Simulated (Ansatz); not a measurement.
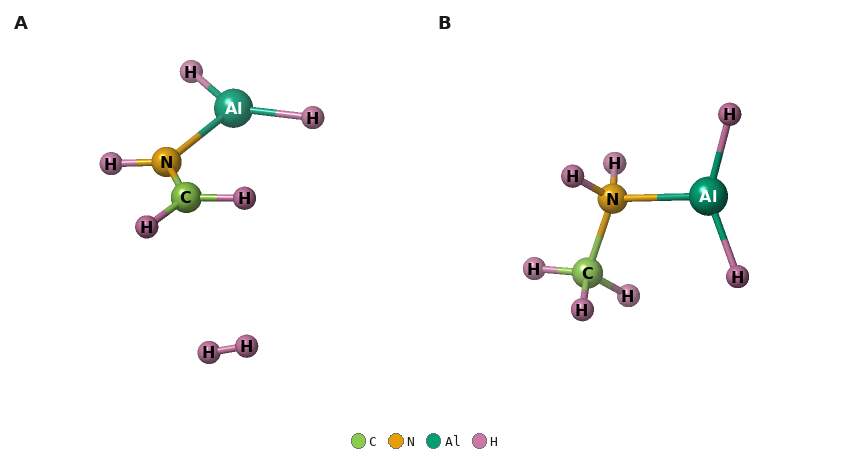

2 stationary structures of one formula. Charge +1, singlet. Geometries: PBE0-D4/def2-TZVP. Electronic energies: RHF-CCSD(T) (frozen core)/def2-TZVPP (Ansatz 0.2.0), without zero-point energy. No frequency run is at hand to confirm each as a minimum. Each is one conformer, not always the lowest.

**Which is lowest in energy, and by how much?**

B is lowest; A lies 1.399 eV above it.

Give E(B) − E(A) in eV at these levels too: PBE-D4/def2-TZVPP; RHF-CCSD(T) (frozen core)/def2-TZVPP; ωB97M-V/def2-TZVPP; B3LYP-D4/def2-TZVPP; r2SCAN-D4/def2-TZVPP; PBE0-D4/def2-TZVPP; PBE0-D4/def2-TZVP.

```json
{"level": "PBE-D4/def2-TZVPP", "E(B) − E(A) (eV)": "−1.459"}
{"level": "RHF-CCSD(T) (frozen core)/def2-TZVPP", "E(B) − E(A) (eV)": "−1.399"}
{"level": "ωB97M-V/def2-TZVPP", "E(B) − E(A) (eV)": "−1.443"}
{"level": "B3LYP-D4/def2-TZVPP", "E(B) − E(A) (eV)": "−1.351"}
{"level": "r2SCAN-D4/def2-TZVPP", "E(B) − E(A) (eV)": "−1.488"}
{"level": "PBE0-D4/def2-TZVPP", "E(B) − E(A) (eV)": "−1.582"}
{"level": "PBE0-D4/def2-TZVP", "E(B) − E(A) (eV)": "−1.563"}
```
